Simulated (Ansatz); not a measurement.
Geometry relaxation of CH6BNSi (part 2 of 2)

CH6BNSi, SMILES NB1C[SiH2]1; RKS PBE-D4/def2-SVP (Ansatz 0.2.0). It belongs to a series of runs on one base structure; here: end point A relaxed.

Geometry of the input (Å):
```
N  -1.6073  0.2835  -1.1200
B  -0.4414  -0.0778  -0.3200
C  0.5208  -1.1651  0.2239
Si 1.2264  0.3940  0.8725
H  -1.3259  1.0146  -1.8582
H  -2.2962  0.8519  -0.4828
H  0.1158  -1.8340  0.9943
H  1.2245  -1.6087  -0.5562
H  0.5917  0.9107  2.1763
H  2.0748  1.1798  0.0733
```

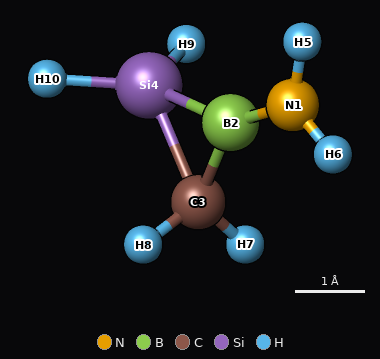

*The geometry at step 14 of the log (ball-and-stick view, seen at a tilt; atoms are numbered from 1 in the order of the input).*

## Trajectory as extended XYZ, continued
```
10
Properties=species:S:1:pos:R:3:forces:R:3 step=5 energy=-11164.09747
N    -1.5556    0.2228   -1.2876   -0.5024   1.8847   1.2591
B    -0.4193    0.0620   -0.3879   -0.0975  -0.0680  -0.4962
C     0.4331   -1.0734    0.2331   -0.3031  -0.2344   0.4720
Si    1.1050    0.6552    0.7780    0.1008   0.0119  -0.4721
H    -1.4798    1.2196   -1.6539   -0.3115  -1.0177   0.3741
H    -2.4391    0.2878   -0.6671    1.1507  -0.6438  -1.1786
H     0.0117   -1.7966    0.9645    0.1221   0.0134   0.0067
H     1.0383   -1.6242   -0.5204   -0.0562   0.0961  -0.0539
H     0.9062    0.9472    2.2366   -0.0806   0.0525   0.0114
H     2.4827    1.0486    0.3078   -0.0223  -0.0947   0.0774
10
Properties=species:S:1:pos:R:3:forces:R:3 step=6 energy=-11164.36305
N    -1.5114    0.2679   -1.3113   -0.4452   1.7934   1.6449
B    -0.3772    0.0927   -0.4263   -0.3140   0.0008  -0.4052
C     0.4011   -1.0600    0.2603   -0.0829  -0.1070   0.2354
Si    1.1471    0.6614    0.7429    0.0824  -0.1858  -0.5406
H    -1.5813    1.3023   -1.5386    0.0055  -1.1081   0.0273
H    -2.3927    0.1046   -0.7326    0.8746  -0.4899  -1.0802
H     0.0244   -1.7797    1.0112   -0.0359  -0.0243   0.0343
H     0.9458   -1.6143   -0.5401    0.0501   0.1064   0.0423
H     0.8574    0.9892    2.1795   -0.0665   0.0886  -0.0260
H     2.5700    0.9848    0.3580   -0.0680  -0.0741   0.0678
10
Properties=species:S:1:pos:R:3:forces:R:3 step=7 energy=-11164.64789
N    -1.4825    0.3534   -1.2494   -1.3199   1.1019   1.5374
B    -0.3570    0.1239   -0.4156   -0.0051  -0.0250  -0.5333
C     0.3719   -1.0622    0.2862    0.2286   0.0467  -0.0298
Si    1.2097    0.6421    0.6759   -0.0616  -0.1661   0.0001
H    -1.6825    1.3774   -1.4412    0.2591  -1.2639   0.0727
H    -2.3665   -0.0670   -0.8163    1.1388   0.1974  -1.1294
H     0.0432   -1.8101    1.0281   -0.1462   0.0072   0.0699
H     0.9158   -1.5766   -0.5478   -0.0277   0.1035   0.1210
H     0.7435    1.0847    2.0458    0.1727   0.0646  -0.1099
H     2.6877    0.8832    0.4373   -0.2386  -0.0663   0.0012
10
Properties=species:S:1:pos:R:3:forces:R:3 step=8 energy=-11164.80861
N    -1.4792    0.4111   -1.1977   -1.6389  -0.2854   1.2358
B    -0.3410    0.1401   -0.4198   -0.2539  -0.0197  -0.3368
C     0.3631   -1.0584    0.2934    0.1647   0.0741  -0.0965
Si    1.2128    0.6418    0.6676    0.3022  -0.0901   0.1619
H    -1.7390    1.4082   -1.3587    0.1525  -0.7850  -0.0494
H    -2.3476   -0.1951   -0.9616    1.5772   1.0452  -0.8555
H     0.0066   -1.7966    1.0370   -0.1326   0.0939  -0.0264
H     0.9078   -1.5780   -0.5318    0.1040   0.0161   0.1113
H     0.7928    1.1283    2.0362    0.1030   0.0279  -0.1016
H     2.7069    0.8476    0.4385   -0.3782  -0.0769  -0.0428
10
Properties=species:S:1:pos:R:3:forces:R:3 step=9 energy=-11164.87409
N    -1.4815    0.3929   -1.1139   -3.2408   1.1082  -1.2579
B    -0.3855    0.1927   -0.3957    2.8460  -0.7061   1.5715
C     0.3161   -1.0104    0.2823    0.6198  -0.3312  -0.0575
Si    1.2295    0.6342    0.6909   -0.4548   0.1020   0.1442
H    -1.7718    1.3570   -1.3302   -0.0497  -0.2988  -0.1886
H    -2.2763   -0.2744   -1.1308    0.5074   0.2154  -0.2092
H    -0.1153   -1.7199    1.0091   -0.0123  -0.0222   0.0943
H     0.9481   -1.5406   -0.4692   -0.1537  -0.0647   0.0291
H     0.9357    1.0643    2.1031    0.0491   0.1463  -0.0309
H     2.6840    0.8531    0.3575   -0.1110  -0.1489  -0.0951
10
Properties=species:S:1:pos:R:3:forces:R:3 step=10 energy=-11165.04708
N    -1.5263    0.4439   -1.0677   -1.0321  -0.3393  -0.2318
B    -0.3825    0.1778   -0.3417    0.2988  -0.0487   0.0753
C     0.3506   -1.0387    0.2986    0.2036  -0.1779  -0.0803
Si    1.2160    0.6286    0.7358   -0.2382   0.1032  -0.0285
H    -1.8220    1.4009   -1.2964    0.0516  -0.2773  -0.0691
H    -2.2404   -0.2940   -1.3014    0.7605   0.8081   0.2322
H    -0.0661   -1.7519    1.0327   -0.0761  -0.0107  -0.0029
H     0.9494   -1.5687   -0.4801    0.0014   0.0174   0.1651
H     0.9552    1.1690    2.1203    0.1090  -0.0980  -0.0537
H     2.6492    0.7819    0.3029   -0.0784   0.0232  -0.0062
10
Properties=species:S:1:pos:R:3:forces:R:3 step=11 energy=-11165.07605
N    -1.5250    0.4636   -1.0500   -0.2840  -0.1296  -0.0147
B    -0.3846    0.1479   -0.3360   -0.0734   0.1135  -0.1426
C     0.3513   -1.0645    0.3051    0.1760  -0.1295  -0.0714
Si    1.1735    0.6244    0.7275    0.1370   0.2130   0.1399
H    -1.7765    1.4179   -1.3149    0.0121  -0.0578  -0.0041
H    -2.2266   -0.2438   -1.2976    0.0427   0.1197  -0.0434
H    -0.0535   -1.7678    1.0532   -0.0856  -0.0625  -0.0210
H     0.9995   -1.5756   -0.4419   -0.0563  -0.0704   0.0901
H     0.9483    1.1339    2.1212    0.0767   0.0018   0.0425
H     2.5767    0.8127    0.2365    0.0546   0.0018   0.0246
10
Properties=species:S:1:pos:R:3:forces:R:3 step=13 energy=-11165.08490 accepted=F
N    -1.5515    0.4507   -1.0312    0.0098  -0.1208  -0.0297
B    -0.3656    0.1508   -0.3853    0.0655   0.0053   0.2130
C     0.3758   -1.0505    0.2823   -0.0777  -0.1463  -0.1040
Si    1.1726    0.6459    0.7344    0.0578   0.0831  -0.0838
H    -1.8197    1.4059   -1.2511   -0.0892   0.1744  -0.1112
H    -2.2260   -0.2572   -1.3343   -0.0198   0.0037   0.0305
H    -0.0998   -1.7352    1.0078   -0.0862  -0.0315  -0.0048
H     1.0248   -1.6117   -0.4232    0.0931   0.0238   0.0959
H     0.9774    1.1842    2.1236   -0.0032  -0.0593   0.0272
H     2.5951    0.7660    0.2801    0.0500   0.0674  -0.0333
10
Properties=species:S:1:pos:R:3:forces:R:3 step=14 energy=-11165.09461
N    -1.5501    0.4543   -1.0397    0.0064  -0.0397   0.0033
B    -0.3797    0.1606   -0.3564   -0.0141   0.0191   0.0110
C     0.3641   -1.0505    0.2928    0.0072  -0.0983  -0.0785
Si    1.1776    0.6453    0.7394   -0.0003   0.0473   0.0279
H    -1.8165    1.4036   -1.3028   -0.0116   0.0198   0.0010
H    -2.2224   -0.2609   -1.3337    0.0261   0.0160   0.0104
H    -0.1090   -1.7425    1.0160   -0.0104   0.0305   0.0015
H     1.0204   -1.6050   -0.4122   -0.0076   0.0088   0.0423
H     1.0121    1.1342    2.1513    0.0005  -0.0029  -0.0067
H     2.5867    0.8097    0.2485    0.0037  -0.0006  -0.0121
10
Properties=species:S:1:pos:R:3:forces:R:3 step=15 energy=-11165.09339 accepted=F
N    -1.5525    0.4546   -1.0339    0.0171  -0.0181   0.0333
B    -0.3780    0.1623   -0.3563    0.1023  -0.0163  -0.1521
C     0.3712   -1.0569    0.2734   -0.0041   0.1154  -0.0007
Si    1.1776    0.6491    0.7387   -0.0563  -0.0176   0.0268
H    -1.8297    1.4046   -1.2834   -0.0164   0.0179   0.0244
H    -2.2175   -0.2629   -1.3361    0.0158  -0.0054  -0.0111
H    -0.1421   -1.7181    0.9933    0.0055  -0.0808   0.0914
H     1.0547   -1.6293   -0.3868   -0.0583   0.0125  -0.0168
H     1.0125    1.1373    2.1499    0.0204  -0.0075   0.0192
H     2.5871    0.8082    0.2441   -0.0260   0.0000  -0.0144
10
Properties=species:S:1:pos:R:3:forces:R:3 step=16 energy=-11165.09616
N    -1.5487    0.4544   -1.0399    0.0186   0.0178   0.0079
B    -0.3749    0.1612   -0.3622   -0.0174   0.0037   0.0011
C     0.3658   -1.0539    0.2839    0.0138   0.0001  -0.0305
Si    1.1750    0.6483    0.7404   -0.0002   0.0010   0.0088
H    -1.8263    1.4056   -1.2872    0.0026  -0.0103   0.0054
H    -2.2147   -0.2623   -1.3407   -0.0028  -0.0123  -0.0033
H    -0.1243   -1.7286    1.0117   -0.0053   0.0076   0.0020
H     1.0330   -1.6199   -0.3988   -0.0036  -0.0049   0.0142
H     1.0165    1.1314    2.1546    0.0000  -0.0004  -0.0011
H     2.5818    0.8127    0.2412   -0.0056  -0.0023  -0.0044
10
Properties=species:S:1:pos:R:3:forces:R:3 step=17 energy=-11165.09550 accepted=F
N    -1.5443    0.4550   -1.0432   -0.0194  -0.0421  -0.0179
B    -0.3780    0.1603   -0.3560    0.0310   0.1025   0.0166
C     0.3728   -1.0557    0.2736   -0.0101  -0.0635   0.0721
Si    1.1743    0.6450    0.7479   -0.0053   0.0288  -0.0537
H    -1.8268    1.4060   -1.2839   -0.0023   0.0041   0.0149
H    -2.2010   -0.2650   -1.3579    0.0003   0.0054  -0.0206
H    -0.1288   -1.6985    1.0231    0.0002  -0.0023   0.0048
H     1.0130   -1.6619   -0.3980    0.0218   0.0171  -0.0146
H     1.0348    1.1091    2.1699   -0.0146  -0.0259   0.0129
H     2.5672    0.8546    0.2276   -0.0015  -0.0242  -0.0144
10
Properties=species:S:1:pos:R:3:forces:R:3 step=18 energy=-11165.09660
N    -1.5470    0.4545   -1.0416   -0.0040   0.0022  -0.0067
B    -0.3762    0.1647   -0.3586   -0.0004   0.0135  -0.0038
C     0.3692   -1.0521    0.2786    0.0040  -0.0135   0.0124
Si    1.1744    0.6503    0.7436   -0.0098  -0.0077   0.0001
H    -1.8339    1.4054   -1.2790    0.0037  -0.0096   0.0019
H    -2.2015   -0.2669   -1.3574    0.0020   0.0042   0.0017
H    -0.1304   -1.7081    1.0177    0.0013   0.0044  -0.0022
H     1.0286   -1.6387   -0.3926   -0.0008   0.0014  -0.0049
H     1.0261    1.1150    2.1649    0.0084   0.0018  -0.0007
H     2.5738    0.8248    0.2275   -0.0045   0.0032   0.0023
10
Properties=species:S:1:pos:R:3:forces:R:3 step=19 energy=-11165.09666
N    -1.5458    0.4537   -1.0444   -0.0087  -0.0084  -0.0072
B    -0.3783    0.1658   -0.3552   -0.0049   0.0172   0.0032
C     0.3687   -1.0521    0.2786    0.0129  -0.0064   0.0094
Si    1.1727    0.6498    0.7467    0.0035  -0.0009   0.0030
H    -1.8342    1.4041   -1.2811   -0.0005   0.0002   0.0012
H    -2.1970   -0.2690   -1.3643    0.0064   0.0073  -0.0005
H    -0.1331   -1.7024    1.0210    0.0035  -0.0019   0.0014
H     1.0231   -1.6439   -0.3927   -0.0031  -0.0010  -0.0028
H     1.0396    1.1073    2.1718   -0.0082  -0.0003  -0.0017
H     2.5675    0.8357    0.2227   -0.0009  -0.0058  -0.0060
10
Properties=species:S:1:pos:R:3:forces:R:3 step=20 energy=-11165.09671
N    -1.5449    0.4538   -1.0445   -0.0070  -0.0146  -0.0070
B    -0.3793    0.1663   -0.3522   -0.0043   0.0177   0.0060
C     0.3693   -1.0522    0.2793    0.0056  -0.0096   0.0089
Si    1.1728    0.6490    0.7489    0.0011   0.0022  -0.0107
H    -1.8337    1.4041   -1.2807   -0.0016   0.0059  -0.0013
H    -2.1940   -0.2692   -1.3682    0.0050   0.0069   0.0011
H    -0.1308   -1.7017    1.0235    0.0005  -0.0031   0.0009
H     1.0190   -1.6455   -0.3954    0.0015   0.0012   0.0024
H     1.0397    1.1076    2.1737   -0.0016  -0.0064  -0.0014
H     2.5650    0.8366    0.2187    0.0008  -0.0003   0.0011
10
Properties=species:S:1:pos:R:3:forces:R:3 step=21 energy=-11165.09676
N    -1.5449    0.4540   -1.0453   -0.0041  -0.0153  -0.0050
B    -0.3810    0.1674   -0.3498    0.0005   0.0091   0.0047
C     0.3695   -1.0514    0.2802    0.0014  -0.0141   0.0040
Si    1.1730    0.6492    0.7490   -0.0016   0.0031  -0.0059
H    -1.8334    1.4039   -1.2828   -0.0028   0.0087  -0.0012
H    -2.1926   -0.2694   -1.3708    0.0046   0.0058   0.0011
H    -0.1285   -1.7000    1.0267    0.0001   0.0002   0.0015
H     1.0163   -1.6465   -0.3957   -0.0009   0.0029  -0.0004
H     1.0410    1.1025    2.1756    0.0019  -0.0019  -0.0014
H     2.5638    0.8393    0.2160    0.0009   0.0014   0.0027
10
Properties=species:S:1:pos:R:3:forces:R:3 step=22 energy=-11165.09680
N    -1.5444    0.4538   -1.0476    0.0006  -0.0144  -0.0009
B    -0.3847    0.1691   -0.3443    0.0031  -0.0029   0.0041
C     0.3696   -1.0505    0.2816   -0.0025  -0.0137  -0.0048
Si    1.1730    0.6491    0.7502    0.0008   0.0067   0.0026
H    -1.8342    1.4034   -1.2846   -0.0025   0.0112  -0.0039
H    -2.1876   -0.2707   -1.3795    0.0030   0.0041   0.0034
H    -0.1251   -1.6953    1.0338   -0.0003   0.0030   0.0002
H     1.0083   -1.6503   -0.3978   -0.0027   0.0041   0.0003
H     1.0477    1.0937    2.1800    0.0010  -0.0001  -0.0010
H     2.5606    0.8466    0.2114   -0.0006   0.0020   0.0000
```
